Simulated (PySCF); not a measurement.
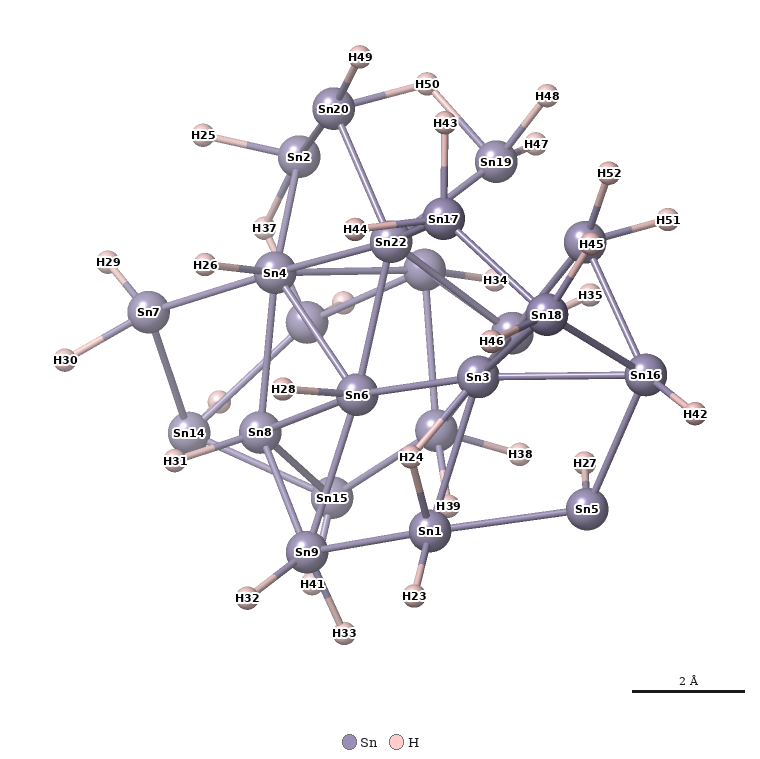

Fig. 1: The structure as given in the input (ball-and-stick view, seen at a tilt; atoms are numbered from 1 in the order of the input). Sticks mark near contacts. Bond lengths as drawn: H–Sn 1.71 to 1.97 Å and Sn–Sn 2.80 to 3.06 Å.

Sn$_{22}$H$_{30}$: excited-state calculation

Sn$_{22}$H$_{30}$, computed with TDDFT PBE/def2-SVP, vertical, gas phase, core orbitals frozen in the response (PySCF 2.14.0).

The geometry comes from this level: GFN1-xTB.

Input:
```
{"job": {"kind": "uv", "basis": "def2-SVP", "grid": 1, "kgrid": 0, "vcut": null, "nstates": 6, "ntriplets": 2, "tda": false, "delta": ["ip_vertical"], "pop": true, "xc": "PBE"}, "charge": 0, "multiplicity": 1}
Sn     1.389539    -1.266346    -3.665077
Sn    -0.940930     0.046800     4.500038
Sn     0.760792     1.463165    -2.661629
Sn     0.954933    -0.489794     2.380161
Sn    -0.778402     0.015901    -4.987848
Sn     1.145713    -0.705000    -0.644330
Sn     1.645013    -2.823448     4.057023
Sn     1.098901    -3.131266     1.013617
Sn     1.931250    -3.379837    -1.767686
Sn    -2.011314    -0.372549     1.652079
Sn    -1.598706     0.638514    -1.090964
Sn    -1.333352    -2.751799     3.024437
Sn    -1.627615    -2.314299    -0.461463
Sn     0.262746    -5.212528     3.120894
Sn    -1.180709    -4.884975     0.680222
Sn    -1.161047     2.850400    -4.584636
Sn     1.581762     4.037026    -1.043170
Sn     1.261015     4.157315    -3.852360
Sn    -1.926933     2.719952     1.171318
Sn     0.223902     2.491750     3.350653
Sn    -1.439884     3.546038    -1.822554
Sn     0.665153     1.876089     0.527675
H      2.595009    -1.483658    -4.914175
H      2.277351     0.340505    -3.236685
H      0.397308    -0.185635     5.641360
H      2.663681    -0.113736     2.568725
H     -1.882216    -0.312178    -3.621966
H      2.874053    -0.426702    -0.411562
H      1.224778    -3.179158     5.712390
H      3.093146    -3.807826     4.178792
H      2.770362    -3.637275     1.189795
H      3.557910    -3.731365    -2.256598
H      1.229540    -4.597989    -2.777267
H     -3.722643    -0.780378     1.447306
H     -3.304150     1.125563    -0.984152
H     -2.905563    -3.194934     3.691800
H     -1.099608    -1.859356     4.640094
H     -3.182500    -2.554577    -1.190706
H     -0.902629    -2.618545    -2.008034
H     -1.245237    -5.535846     3.980616
H     -0.199453    -5.709031    -0.516480
H     -0.842850     3.444353    -6.221948
H      1.462379     5.449326    -0.039682
H      3.232275     3.723905    -0.613776
H      1.015445     5.858013    -3.875820
H      2.933296     4.223004    -4.274463
H     -3.482423     2.319309     1.745906
H     -2.245983     4.402687     1.018174
H      0.655413     4.171101     2.985219
H     -1.520733     3.022950     3.035451
H     -3.161365     3.872947    -1.959044
H     -1.197705     5.280599    -1.822325
```

The first line tells a small driver script what to run in PySCF; the rest is the geometry in Å.

Hardware: 2 CPU threads, shared host.

Run as:
```bash
OMP_NUM_THREADS=2 python <driver script> task.json out
```

What the program printed:
```
start: PBE on a coarse grid of 228581 points
cycle   1  E = -4556.8112701531  dE = -3.746e+02  |g| = 2.129e+01  |ddm| = 9.808e+01
cycle   2  E = -1785.4442622404  dE =  2.771e+03  |g| = 4.997e+01  |ddm| = 1.086e+03
cycle   3  E = -4342.3173608480  dE = -2.557e+03  |g| = 2.063e+01  |ddm| = 1.072e+03
cycle   4  E = -1884.7434198409  dE =  2.458e+03  |g| = 5.079e+01  |ddm| = 1.345e+03
cycle   5  E = -4335.2445136097  dE = -2.451e+03  |g| = 2.139e+01  |ddm| = 1.223e+03
cycle   6  E = -4394.1341014893  dE = -5.889e+01  |g| = 2.319e+01  |ddm| = 2.244e+02
cycle   7  E = -4595.5147524859  dE = -2.014e+02  |g| = 1.655e+01  |ddm| = 6.359e+01
cycle   8  E = -4589.1715923459  dE =  6.343e+00  |g| = 1.661e+01  |ddm| = 4.615e+01
cycle   9  E = -4681.4180230086  dE = -9.225e+01  |g| = 9.859e+00  |ddm| = 3.210e+01
cycle  10  E = -4512.9706226416  dE =  1.684e+02  |g| = 1.979e+01  |ddm| = 4.250e+01
cycle  11  E = -4678.6781595053  dE = -1.657e+02  |g| = 1.027e+01  |ddm| = 4.621e+01
cycle  12  E = -4380.9368461657  dE =  2.977e+02  |g| = 2.265e+01  |ddm| = 1.152e+02
cycle  13  E = -4713.0077433205  dE = -3.321e+02  |g| = 5.880e+00  |ddm| = 1.060e+02
cycle  14  E = -4674.9028584601  dE =  3.810e+01  |g| = 1.067e+01  |ddm| = 2.825e+01
cycle  15  E = -4715.8232792839  dE = -4.092e+01  |g| = 5.855e+00  |ddm| = 2.573e+01
cycle  16  E = -4713.0329838228  dE =  2.790e+00  |g| = 6.348e+00  |ddm| = 1.721e+01
cycle  17  E = -4727.2063818362  dE = -1.417e+01  |g| = 3.437e+00  |ddm| = 1.519e+01
cycle  18  E = -4730.0227938022  dE = -2.816e+00  |g| = 2.369e+00  |ddm| = 9.762e+00
cycle  19  E = -4730.4873224971  dE = -4.645e-01  |g| = 2.033e+00  |ddm| = 8.107e+00
cycle  20  E = -4730.9917795948  dE = -5.045e-01  |g| = 1.795e+00  |ddm| = 7.289e+00
cycle  21  E = -4732.1257026214  dE = -1.134e+00  |g| = 7.874e-01  |ddm| = 4.973e+00
cycle  22  E = -4732.1470618898  dE = -2.136e-02  |g| = 6.898e-01  |ddm| = 2.825e+00
cycle  23  E = -4732.3290318223  dE = -1.820e-01  |g| = 2.340e-01  |ddm| = 1.855e+00
cycle  24  E = -4732.3394699903  dE = -1.044e-02  |g| = 1.572e-01  |ddm| = 7.913e-01
cycle  25  E = -4732.3495412119  dE = -1.007e-02  |g| = 5.954e-02  |ddm| = 4.647e-01
cycle  26  E = -4732.3495916295  dE = -5.042e-05  |g| = 5.492e-02  |ddm| = 2.471e-01
cycle  27  E = -4732.3508227503  dE = -1.231e-03  |g| = 2.120e-02  |ddm| = 1.787e-01
cycle  28  E = -4732.3509728800  dE = -1.501e-04  |g| = 9.642e-03  |ddm| = 6.589e-02
final grid: 228581 points
cycle  29  E = -4732.3501212225  dE =  8.517e-04  |g| = 4.545e-02  |ddm| = 1.301e-01
cycle  30  E = -4732.3269152781  dE =  2.321e-02  |g| = 2.377e-01  |ddm| = 6.464e-01
cycle  31  E = -4732.3507917252  dE = -2.388e-02  |g| = 2.121e-02  |ddm| = 5.535e-01
cycle  32  E = -4732.3509889683  dE = -1.972e-04  |g| = 7.420e-03  |ddm| = 6.702e-02
cycle  33  E = -4732.3510113866  dE = -2.242e-05  |g| = 3.178e-03  |ddm| = 2.257e-02
cycle  34  E = -4732.3510144022  dE = -3.016e-06  |g| = 1.990e-03  |ddm| = 1.064e-02
cycle  35  E = -4732.3510135954  dE =  8.068e-07  |g| = 1.294e-03  |ddm| = 7.710e-03
cycle  36  E = -4732.3510136254  dE = -2.999e-08  |g| = 2.745e-04  |ddm| = 3.700e-03
cycle  37  E = -4732.3510149227  dE = -1.297e-06  |g| = 7.822e-05  |ddm| = 8.076e-04
converged SCF energy = -4732.3510149227
Vertical ionisation energy (delta-SCF) = 6.1378 eV   <S^2> = 0.752

Static polarisability (au): isotropic 1120.253, principal 737.271 1070.847 1552.641

Singlet excitations
state   eV       nm        f      main configurations
  1   0.8593   1442.9   0.00297   H->L 0.98
  2   1.0408   1191.2   0.00062   H-1->L 0.95
  3   1.0709   1157.8   0.00213   H->L+1 0.94
  4   1.2738    973.3   0.00080   H-1->L+1 0.82, H->L+2 0.16
  5   1.2765    971.3   0.00083   H->L+2 0.78, H-1->L+1 0.13
  6   1.3431    923.1   0.00261   H-2->L 0.82, H->L+3 0.09

Triplet excitations (Tamm-Dancoff, eV): 0.7372 0.9480
```

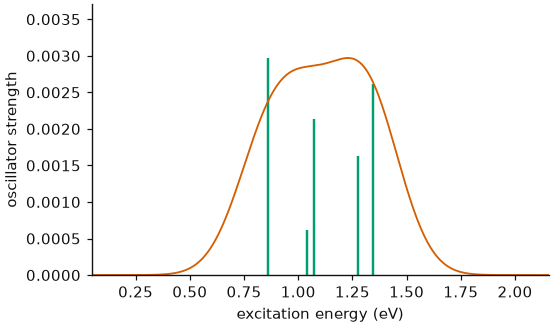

Fig. 2: Computed excitations as sticks (degenerate states added up, dark ones marked on the axis), with a Gaussian envelope of 0.35 eV full width at half maximum, scaled to the tallest. Of the 6 states the lowest lies at 0.86 eV (f = 0.003); the strongest line is at 0.86 eV, or 1443 nm (f = 0.003).

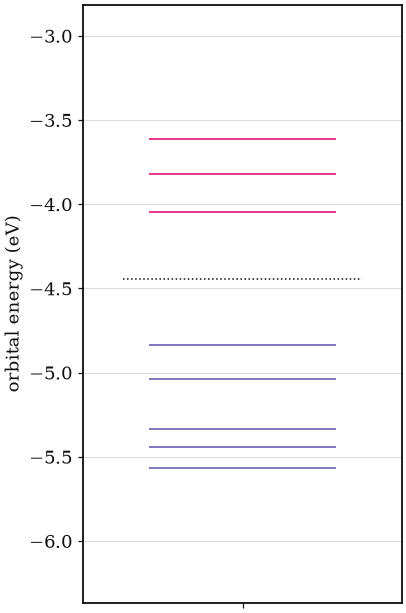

Fig. 3: Orbital energies near the frontier; the dotted line parts filled from empty levels, and levels within 0.02 eV of each other stand side by side. Highest filled −4.84 eV, lowest empty −4.05 eV, 0.79 eV apart.

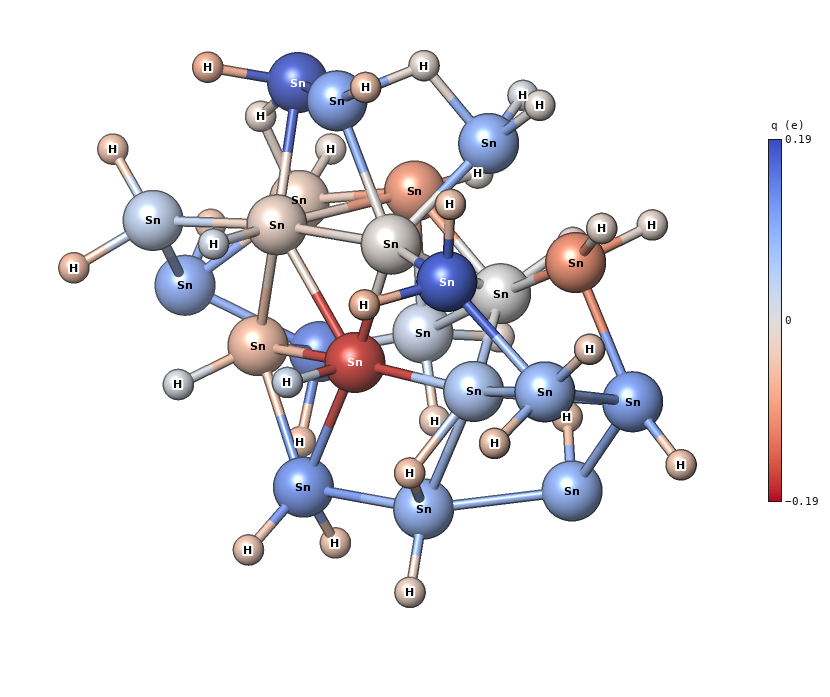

Fig. 4: Mulliken charges, as the colour of each atom (ball-and-stick view, seen at a tilt). By element: Sn −0.17 to +0.18 and H −0.08 to +0.03 e.

Results in brief:

| quantity | value |
| --- | --- |
| outcome | converged |
| total energy | −4732.351015 hartree |
| HOMO | −4.84 eV |
| LUMO | −4.05 eV |
| dipole moment | 0.76 D |
| mean polarisability | 1120.25 a.u. |
| vertical ionisation energy | 6.14 eV |
| lowest singlet excitation | 0.86 eV |
| wall time | 2.6 min (CPU time 4.9 min) |
| peak memory | 1.8 GiB |

Notes:

Spin–orbit coupling is left out, which matters for the heavy atoms.
